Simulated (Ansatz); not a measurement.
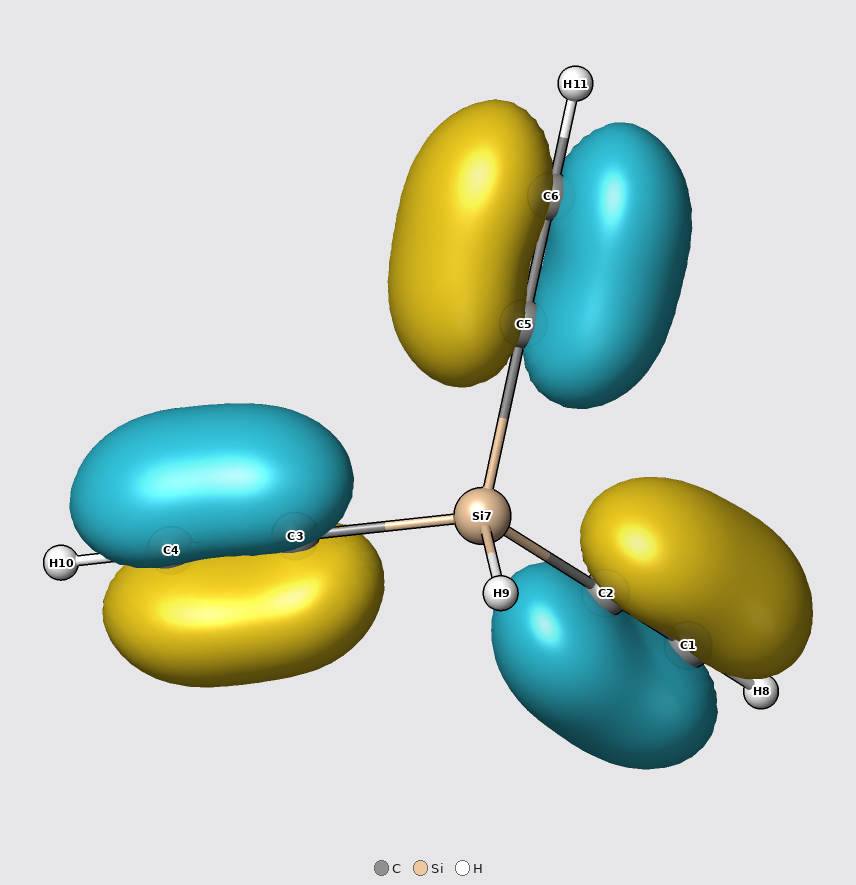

Figure 1: C6H4Si (SMILES C#C[SiH](C#C)C#C). One frontier orbital at ±0.1 Å⁻³ᐟ² (yellow and cyan are the two phases), seen at a tilt.

Geometry: PBE0-D4/def2-SVP.

These are results of isolated molecule in a Gaussian basis; Kohn-Sham density functional theory, functional PBE0 (Ansatz 0.2.0), not measurements.

Input

```
crystal:
  periodic: [false, false, false]
  atoms:
    - {symbol: C, position_ang: [-1.955849, -0.030344, -2.949740]}
    - {symbol: C, position_ang: [-1.074536, 0.134654, -2.128102]}
    - {symbol: C, position_ang: [1.246266, 1.845160, -1.331440]}
    - {symbol: C, position_ang: [1.912018, 2.820546, -1.621996]}
    - {symbol: C, position_ang: [1.309075, -1.099072, -0.808062]}
    - {symbol: C, position_ang: [2.016765, -2.086400, -0.749894]}
    - {symbol: Si, position_ang: [0.239099, 0.385061, -0.877512]}
    - {symbol: H, position_ang: [-2.733521, -0.176650, -3.678658]}
    - {symbol: H, position_ang: [-0.383113, 0.608684, 0.454940]}
    - {symbol: H, position_ang: [2.501714, 3.682178, -1.881516]}
    - {symbol: H, position_ang: [2.643527, -2.959497, -0.701174]}
basis:
  gaussian:
    orbitals: def2-SVPD
total_charge: 0
hamiltonian:
  xc: pbe0
output: {forces: true, orbitals: {seedname: orbitals}}
```

Launched as:

```sh
ansatz run input.yaml --threads 2 --pin off --max-ram 5220MiB --events-out events.jsonl --progress --plain --runs-dir runs
```

Question: Which orbital is it: HOMO or LUMO?

Answer: The HOMO, at −8.20 eV. Its weight (Hirshfeld) is mainly on C1 (about 15 %), C4 (about 15 %), C6 (about 15 %), C2 (about 15 %), C3 (about 15 %) and C5 (about 15 %).
